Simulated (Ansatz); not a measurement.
# Effect of x(Pb) = 0.75, 8 atoms, Pm-3m on hypothetical rock salt YSi

Base system: YSi in the rock salt structure (space group Fm-3m, No. 225; a = 5.7435 Å; a hypothetical phase, not in the database extracts checked).

The other end (x = 1) is YPb in the rock salt structure (space group Fm-3m, No. 225; a hypothetical phase, not in the database extracts checked): 29.96 Å³/atom, gap zero; this end may not be an ambient phase.

The change: Pb replaces 75.0 % of the Si, ordered in a cell of 8 atoms (starting symmetry Pm-3m) and fully relaxed.

Method: PBEsol (Ansatz, a program for electronic structure, PAW, no spin-orbit coupling), earlier PAW set. Γ-centred 8×8×8 mesh, Fermi–Dirac width 0.05 eV, for the changed cell.

```tsv
quantity	base	changed	shift
volume per atom	23.68 Å³	28.48 Å³	+4.80 Å³
density	4.10 g/cm³	7.33 g/cm³	+3.225 g/cm³
band gap	zero	zero	–
mixing energy (to 0.01 eV only: unlike meshes or grids) (against an end that may be hypothetical)	–	+0.05 eV/atom	–
mean first-shell distances	–	Si–Y 3.054 Å (end compound 2.872 Å), Pb–Y 3.054 Å (end compound 3.106 Å)	–
```

Final structure:

```xyz
8
Lattice="6.1078 0.0000 0.0000 0.0000 6.1078 0.0000 0.0000 0.0000 6.1078" Properties=species:S:1:pos:R:3 pbc="T T T"
Si     0.0000     0.0000     0.0000
Pb     3.0539     0.0000     3.0539
Pb     0.0000     3.0539     3.0539
Pb     3.0539     3.0539     0.0000
Y      3.0539     3.0539     3.0539
Y      0.0000     3.0539     0.0000
Y      3.0539     0.0000     0.0000
Y      0.0000     0.0000     3.0539
```

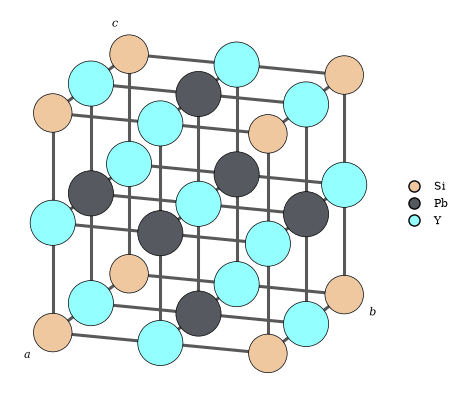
Fig. 1. The relaxed conventional cell after the change

Each cell is one ordered arrangement of few atoms, which overstates ordering effects compared with a random alloy. Whether these cells are dynamically stable was not tested. All final runs are without spin polarisation. An odd electron count without spin: YSi and YPb. Y4Pb3Si, YSi and YPb have a high density of states at the Fermi level and may be magnetic at this level.
